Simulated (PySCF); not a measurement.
```csv
atom,x (Å),y (Å),z (Å)
N,-0.1388,3.4259,-1.3380
C,0.0147,2.3282,-1.0304
C,0.1704,1.0102,-0.6843
C,0.8106,0.0168,-0.1217
C,1.9219,-0.5182,0.6464
Cl,3.0439,0.7857,1.1601
C,-0.4783,-0.3755,-0.7896
Si,-2.0237,-0.7824,0.2309
Cl,-1.4152,-1.1297,2.1234
H,1.5547,-1.0164,1.5478
H,2.4969,-1.2324,0.0504
H,-0.3885,-0.8627,-1.7598
H,-2.9451,0.3478,0.2496
H,-2.6241,-1.9978,-0.3068
```

Geometry: GFN2-xTB.

The calculation used PySCF 2.14.0, PBE0/pcSseg-1, SCF density, gas phase, non-relativistic.

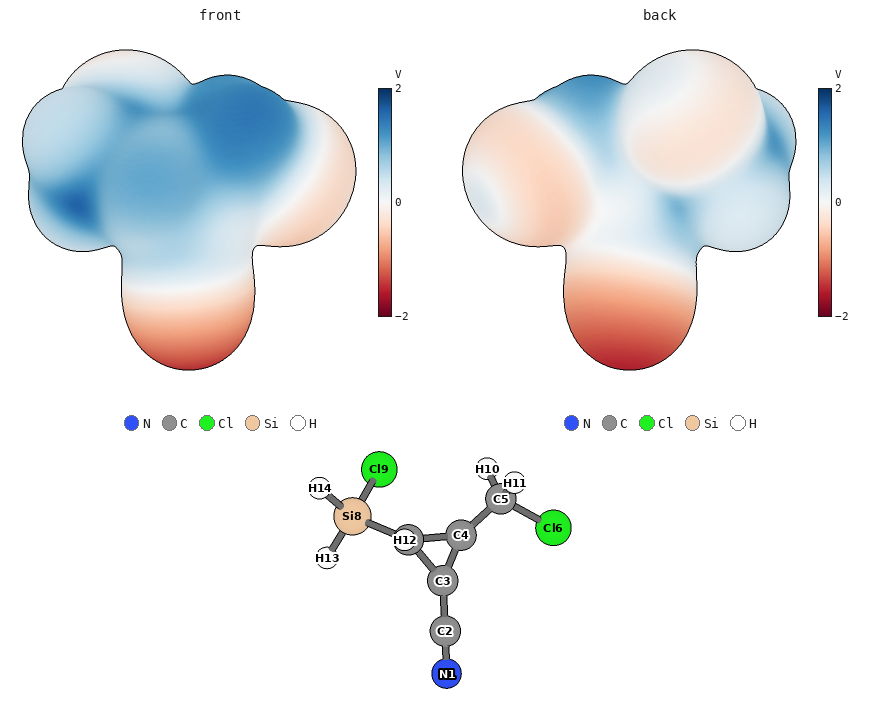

C₅H₅Cl₂NSi (SMILES N#CC1=C(CCl)[C@H]1[SiH2]Cl). The molecular electrostatic potential painted on the density surface at 0.001 e/bohr³, seen from the front and from behind; red is negative and blue positive. The bare structure is drawn below in the same view.

> Describe the electrostatic potential map.

The most negative region (about −1.5 V, or −35 kcal/mol for a unit charge) lies over N1, the most positive (about +1.5 V, or +35 kcal/mol for a unit charge) over Si8 and H11. Cl6 shows a σ-hole: about +0.2 V at the tip opposite its bond, against about −0.3 V on its flanks. N1 is the likeliest acceptor of a hydrogen bond.

> How polar is the molecule by this calculation?

Its dipole moment is 4.74 D.
